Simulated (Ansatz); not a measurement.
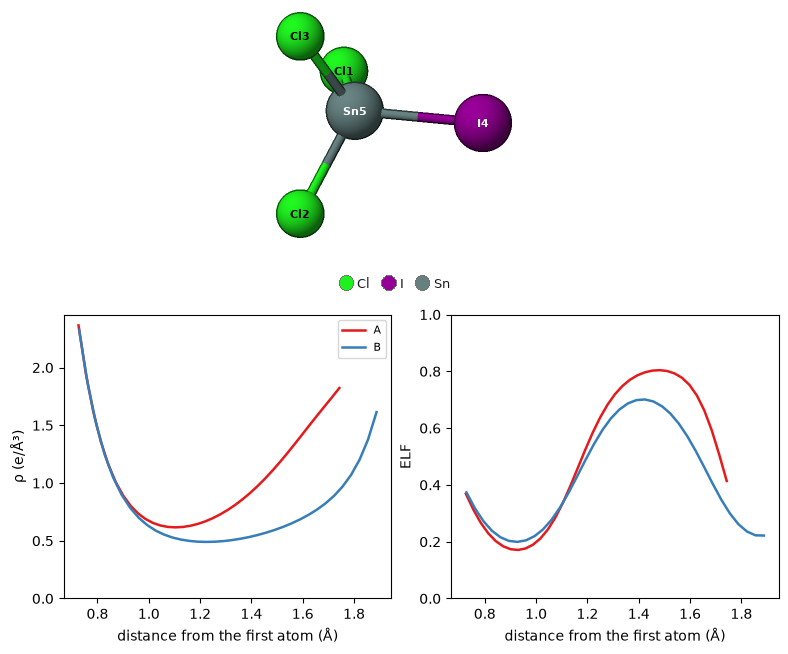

Figure 1: Cl3ISn (SMILES [Cl][Sn]([Cl])([Cl])[I]). Electron density and ELF along straight lines between neighbouring atoms. The curves leave out the atomic cores. The structure is drawn too.

Geometry: PBE0-D4/def2-SVP; core potentials replace the inner electrons of I and Sn.

Theory: isolated molecule in a Gaussian basis; Kohn-Sham density functional theory, functional PBE0 (Ansatz).

The calculation's input:

```
crystal:
  periodic: [false, false, false]
  atoms:
    - symbol: Cl
      position_ang: [-1.181348, -1.305852, -2.969428]
    - symbol: Cl
      position_ang: [2.077463, -1.017491, -1.113549]
    - symbol: Cl
      position_ang: [-0.589436, 1.593828, -0.648059]
    - symbol: I
      position_ang: [1.439069, 1.591378, -4.209434]
    - symbol: Sn
      position_ang: [0.420220, 0.193195, -2.203097]
basis:
  gaussian: {orbitals: def2-TZVPD}
hamiltonian: {xc: pbe0}
output: {forces: true, orbitals: {seedname: orbitals}}
```

Run with:

```sh
ansatz run input.yaml --threads 2 --pin off --max-ram 5220MiB --events-out events.jsonl --progress --plain --runs-dir runs
```

Q: Which curve belongs to which contact (Sn–Cl and Sn–I)? The first atom named is at distance zero.

A: Curve A: Sn–Cl (2.32 Å): the density is about 0.63 e/Å³ at the midpoint; the ELF peaks at about 0.80 in the valence shell of Cl, 0.8 Å from its nucleus, and drops to about 0.15 between the two atoms. Curve B: Sn–I (2.65 Å): ρ at the midpoint is about 0.51 e/Å³; the ELF peaks at about 0.70 in the valence shell of I, 1.2 Å from its nucleus, and drops to about 0.20 between the two atoms.
